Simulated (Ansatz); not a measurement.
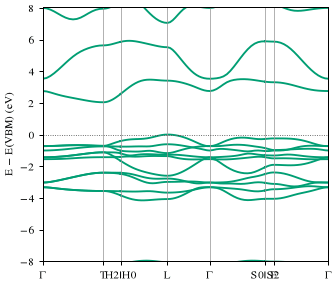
Fig. 1. Band structure from r²SCAN+D4 (plane waves, PAW; program Ansatz)

**Question.** Read off the gap and where the band edges lie.

**Answer.** About 2.0 eV (2.04 eV by a search for the band edges); maximum at L, minimum at T.

**Question.** Which compound is it?
(A) GeSb2Te4, R-3m (Ge on 3a, Sb on 6c, Te on 6c, Te on 6c)
(B) CdBr2, R-3m (Cd on 3a, Br on 6c)
(C) InSe, R3m (In on 3a, In on 3a, Se on 3a, Se on 3a)
(D) AgNO3, R3m (Ag on 3a, N on 3a, O on 9b)

**Answer.** D, AgNO3, R3m (Ag on 3a, N on 3a, O on 9b)

The workflow started from a Materials Project entry (that database holds measured and hypothetical structures alike); the Crystallography Open Database files this formula in space group No. 160, but the cells were not matched. Whether it is the stable phase at ambient conditions was not checked. Symmetry was held in the r²SCAN+D4 relaxation; whether a distortion lowers the energy is not shown. The run is not spin-polarised. Spin–orbit coupling is left out wherever it is not named.

Potentials: the later of the program's two PAW sets.
